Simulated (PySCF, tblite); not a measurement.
# C₆H₇PSSi: geometry, infrared bands and NMR shifts

What infrared bands and NMR shifts should C₆H₇PSSi (`[SiH3]C1=CP1c1ccsc1`) show?

The runs use tblite 0.8.0 and PySCF 2.14.0, with density-fitted response routines of our own; the level of theory stands in each step. All values are computed, except where a source is named. Atoms are numbered from 0 throughout.

### 1 The molecule as given

16 atoms, charge 0, multiplicity 1; geometry from: force field or distance geometry start.

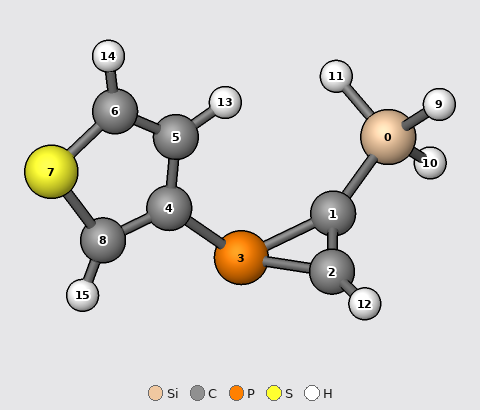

As it starts; silicon light orange, carbon grey, phosphorus orange, sulfur yellow, hydrogen white, atoms numbered.

### 2 Relaxing the molecule with GFN2-xTB

The job: settings as JSON, then the geometry in Å.

```
{"job": {"kind": "relax", "xc": "GFN2-xTB", "basis": "xTB"}, "charge": 0, "multiplicity": 1}
Si     3.043500     0.439800    -0.371800
C      1.718400    -0.741000     0.204000
C      1.265100    -1.547700     1.185100
P      0.155400    -1.564700    -0.296800
C     -1.357600    -0.507200    -0.222900
C     -1.337400     0.845300    -0.096100
C     -2.578100     1.423400    -0.080200
S     -3.744300     0.354200    -0.218300
C     -2.610200    -1.035500    -0.323300
H      3.506300     1.283500     0.740000
H      4.181400    -0.273400    -0.952800
H      2.447100     1.367600    -1.381300
H      1.450900    -1.908300     2.210000
H     -0.416200     1.439800    -0.006500
H     -2.801500     2.493300     0.025500
H     -2.930300    -2.060100    -0.426000
```

On the command line:

```
OMP_NUM_THREADS=1 python probes_run.py task.json out
```

One launch serves the whole session: the jobs run in the order shown.

**Question.** This job is followed by: GFN2-xTB harmonic vibrations, gas phase; GIAO PBE0/pcSseg-1 NMR shielding, non-relativistic, gas phase. Predict these results of the whole session: strongest single infrared mode (GFN2-xTB); zero-point energy (GFN2-xTB); ¹³C shifts against TMS (PBE0/pcSseg-1); ¹H shifts against TMS (PBE0/pcSseg-1, means over atoms taken as alike); ²⁹Si shifts against TMS (PBE0/pcSseg-1); ³¹P shifts against H3PO4 (PBE0/pcSseg-1); ³³S shifts against CS2 (PBE0/pcSseg-1).

The runs gave:

| quantity | value |
| --- | --- |
| strongest single infrared mode (GFN2-xTB) | 772 cm⁻¹, 342 km/mol |
| zero-point energy (GFN2-xTB) | 62.5 kcal/mol |
| ¹³C shifts against TMS (PBE0/pcSseg-1) | 153.2, 149.8, 137.1, 133.5, 132.7, 131.4 ppm |
| ¹H shifts against TMS (PBE0/pcSseg-1, means over atoms taken as alike) | 9.16, 7.47, 7.09, 6.64, 4.63 ppm |
| ²⁹Si shifts against TMS (PBE0/pcSseg-1) | -84.1 ppm |
| ³¹P shifts against H3PO4 (PBE0/pcSseg-1) | -251.5 ppm |
| ³³S shifts against CS2 (PBE0/pcSseg-1) | 254 ppm |

**Reading.** Relaxing lowered the energy by 0.875 eV in 114 steps; the close pair that moved most is C6–S7, from 1.588 to 1.721 Å. No mode is imaginary among the 42: a minimum at this level. The strongest single mode, at 772 cm⁻¹, moves mainly H9 and H10. GFN2-xTB is a fitted tight-binding method: band positions and strengths are rough. Its intensities can rank the bands wrongly. At PBE0/pcSseg-1: The largest span, 819 ppm, is at P3, where the paramagnetic term is -394 ppm. NICS(1)zz of -26 ppm above the planar ring from C4 marks a diatropic (aromatic) ring current.
